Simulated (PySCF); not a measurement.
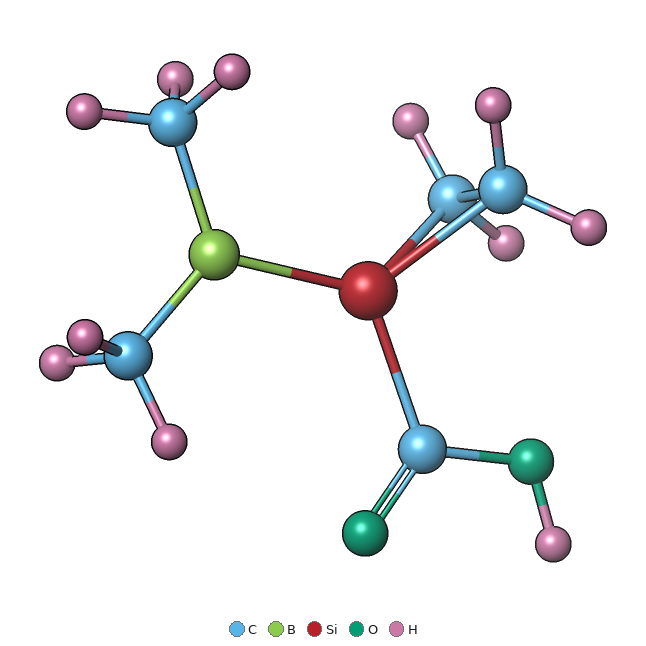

The computed structure is the end point of a GFN2-xTB optimisation. No frequency run is at hand to confirm it as a minimum. Properties computed with PBE0/pcSseg-1, gas phase (PySCF 2.14.0).

> What is the dipole moment?

1.72 D.

> Give the HOMO energy (Kohn–Sham orbital) at this level.

−6.88 eV.

> Estimate the HOMO–LUMO gap.

5.05 eV.

The geometry is semi-empirical. Around B, Si such bond lengths and angles can be off by a tenth of an ångström or more and by several degrees, and values that hang on the shape move with them.
